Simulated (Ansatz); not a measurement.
# B3LYP/cc-pVDZ run of GaNH2F2 (SMILES [NH2][Ga]([F])[F])

Aim: the vertical singlet–triplet gap of GaNH2F2 at B3LYP/cc-pVDZ, from 2 runs. 

Program for the calculation: Ansatz 0.2.0.

62 further runs of the same task are left out: 1 that didn't finish, 61 set aside as unsound or not needed.

## 1. The system as given

The species is GaNH2F2 (6 atoms), meant as a singlet with charge 0. SMILES: `[NH2][Ga]([F])[F]`. The coordinates come from a PBE0-D4/def2-TZVP relaxation.

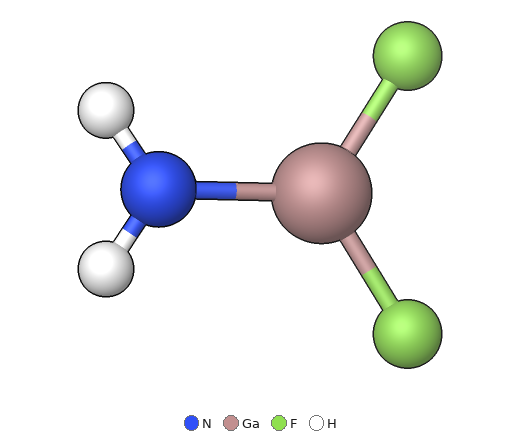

Viewed from a chosen angle; nitrogen blue, gallium pink, fluorine green, hydrogen white.

## 2. The energy at B3LYP/cc-pVDZ

The input, in.yaml:

```yaml
crystal:
  periodic: [false, false, false]
  atoms:
    - {symbol: "N", position_ang: [-0.297500, 0.963700, -0.172700]}
    - {symbol: Ga, position_ang: [0.284200, -0.715300, 0.042000]}
    - {symbol: F, position_ang: [1.685000, -1.101600, 0.997700]}
    - {symbol: F, position_ang: [-0.455300, -2.067700, -0.763400]}
    - {symbol: H, position_ang: [0.025100, 1.704800, 0.425700]}
    - {symbol: H, position_ang: [-1.199500, 1.152100, -0.575400]}
basis:
  gaussian: {orbitals: cc-pVDZ}
output: {orbitals: {seedname: orbitals}}
accuracy: high
hamiltonian: {xc: {name: B3LYP}}
```

The run is started by

```bash
ansatz run in.yaml --threads 1 --pin off --max-ram 3480MiB --events-out events.jsonl --progress --plain --runs-dir runs
```

Standard output:

```text
Warning: RAYON_NUM_THREADS=1 ignored (pool sized by the plan → 1); use --threads N
Functional definition: B3LYP
  name "B3LYP"
  parameter a0 = 0.2
  parameter ax = 0.72
  parameter ac = 0.81
  exchange = (1 - a0 - ax)*slater_x + ax*b88_x + a0*exact_x
  correlation = (1 - ac)*vwn_rpa_c + ac*lyp_c
1729 factors; integrals over basis functions are off by at most 4.6e-9 eV
mean field evaluation 1: about -59327.7657 eV, gradient 7.3e1 eV
mean field evaluation 2: about -59305.8372 eV, gradient 1.2e2 eV
mean field evaluation 4: about -59337.3478 eV, gradient 9.7e0 eV
mean field evaluation 8: about -59337.5921 eV, gradient 2.5e-1 eV
mean field evaluation 16: about -59337.5922 eV, gradient 1.8e-5 eV
mean field -59337.59217956 eV, -2180.6162921342 hartree, gradient 2.7e-8 eV, S^2 0.000000; 0 other end points of the search recorded, 0 dependent functions left out
reference -59337.59221723 eV, -2180.6162935187 hartree; 29, 29 occupied and 50, 50 virtual orbitals, 1729 factors
Total energy: -59337.59221723 eV, -2180.6162935187 hartree
```

It took 6.9 s on 1 thread of Arm Neoverse V2, shared host; peak memory 0.26 GiB.

## 3. The triplet

The input, job.yaml:

```yaml
crystal:
  periodic: [false, false, false]
  atoms:
    - {symbol: "N", position_ang: [-0.297500, 0.963700, -0.172700]}
    - {symbol: Ga, position_ang: [0.284200, -0.715300, 0.042000]}
    - {symbol: F, position_ang: [1.685000, -1.101600, 0.997700]}
    - {symbol: F, position_ang: [-0.455300, -2.067700, -0.763400]}
    - {symbol: H, position_ang: [0.025100, 1.704800, 0.425700]}
    - {symbol: H, position_ang: [-1.199500, 1.152100, -0.575400]}
basis:
  gaussian: {orbitals: cc-pVDZ}
magnetization: {spin_polarized: true, initial_magnetization: 2}
hamiltonian: {xc: {name: B3LYP}}
accuracy: high
output: {orbitals: {seedname: orbitals}}
```

The run is started by

```bash
ansatz run job.yaml --threads 1 --pin off --max-ram 3480MiB --events-out events.jsonl --progress --plain --runs-dir runs
```

Standard output:

```text
Warning: RAYON_NUM_THREADS=1 ignored (pool sized by the plan → 1); use --threads N
Functional definition: B3LYP
  name "B3LYP"
  parameter a0 = 0.2
  parameter ax = 0.72
  parameter ac = 0.81
  exchange = (1 - a0 - ax)*slater_x + ax*b88_x + a0*exact_x
  correlation = (1 - ac)*vwn_rpa_c + ac*lyp_c
1729 factors; integrals over basis functions are off by at most 4.6e-9 eV
mean field evaluation 1: about -59326.2825 eV, gradient 4.1e1 eV
mean field evaluation 2: about -59290.5632 eV, gradient 1.0e2 eV
mean field evaluation 4: about -59332.2939 eV, gradient 2.2e0 eV
mean field evaluation 8: about -59332.4387 eV, gradient 2.4e-1 eV
mean field evaluation 16: about -59332.4393 eV, gradient 5.7e-4 eV
mean field -59332.43927586 eV, -2180.4269264162 hartree, gradient 3.2e-8 eV, S^2 2.003046; 0 other end points of the search recorded, 0 dependent functions left out
reference -59332.43931411 eV, -2180.4269278218 hartree; 30, 28 occupied and 49, 51 virtual orbitals, 1729 factors
Total energy: -59332.43931411 eV, -2180.4269278218 hartree
```

Wall time 15 s (1 thread of Arm Neoverse V2, shared host); peak memory 0.39 GiB.

## 4. Results

At B3LYP/cc-pVDZ:

```
                                        quantity           value
                           singlet: total energy  -2180.61629 Eh
                            singlet: HOMO energy        -7.79 eV
                            singlet: LUMO energy        -1.30 eV
                          singlet: HOMO–LUMO gap         6.49 eV
                           triplet: total energy  -2180.42693 Eh
     triplet: HOMO energy (highest over α and β)        -3.24 eV
                                   triplet: ⟨S²⟩           2.003
vertical energy of the triplet above the singlet        5.153 eV
```

In words: At this shape the triplet lies 5.15 eV (497 kJ/mol) above the singlet.
